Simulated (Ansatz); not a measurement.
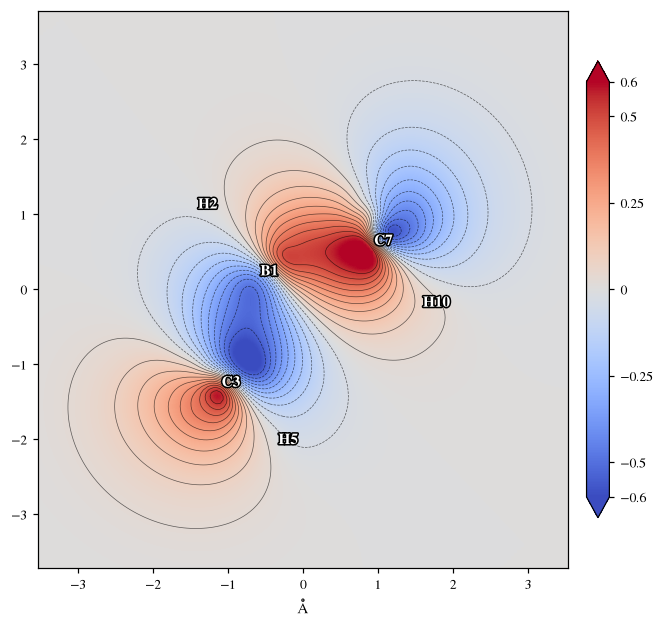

*C₂H₇B. The HOMO−1 on the plane of atoms H2, B1 and C3 (values in Å⁻³ᐟ²; the overall sign is arbitrary).*

The calculation used RKS PBE-D4/6-31G* in Ansatz.

```yaml
atoms:
  - { symbol: B, position_ang: [-0.0003, -0.0786, -0.0750] }
  - { symbol: H, position_ang: [-0.0047, -0.2616, 1.1263] }
  - { symbol: C, position_ang: [1.3877, 0.0683, -0.7924] }
  - { symbol: H, position_ang: [1.8269, -0.9526, -0.8357] }
  - { symbol: H, position_ang: [1.3458, 0.4446, -1.8290] }
  - { symbol: H, position_ang: [2.1174, 0.6617, -0.2120] }
  - { symbol: C, position_ang: [-1.3849, -0.0133, -0.8114] }
  - { symbol: H, position_ang: [-2.0931, -0.7860, -0.4592] }
  - { symbol: H, position_ang: [-1.8571, 0.9501, -0.5194] }
  - { symbol: H, position_ang: [-1.3376, -0.0327, -1.9138] }
```

Describe this orbital and give its energy.

Answer. Its weight (Hirshfeld) is mainly on C3 (about 25 %), C7 (about 25 %) and B1 (about 25 %). Its energy is −7.21 eV.
